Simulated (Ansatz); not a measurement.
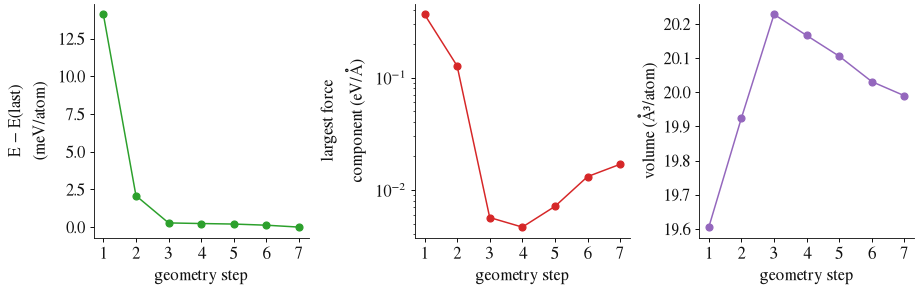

History of a geometry optimisation. Li7Bi (P1, 8 atoms in the cell); Ansatz 0.2.0, DFT PBE, scalar-relativistic, plane waves, PAW; cutoff 420 eV, 4×4×4 k-mesh, Gaussian smearing of 0.2 eV. Atoms and cell relax. A closing SCF on a freshly chosen basis isn't drawn.

The optimisation met its thresholds at geometry 7, counting the start as the first. The energy fell by about 14 meV/atom from the first step to the last. The largest force component goes from about 0.37 eV/Å at the start to 0.017 eV/Å at the end. The volume grows from 19.61 to 19.99 Å³ per atom (+2.0 %), overshooting to 20.23 at step 3.
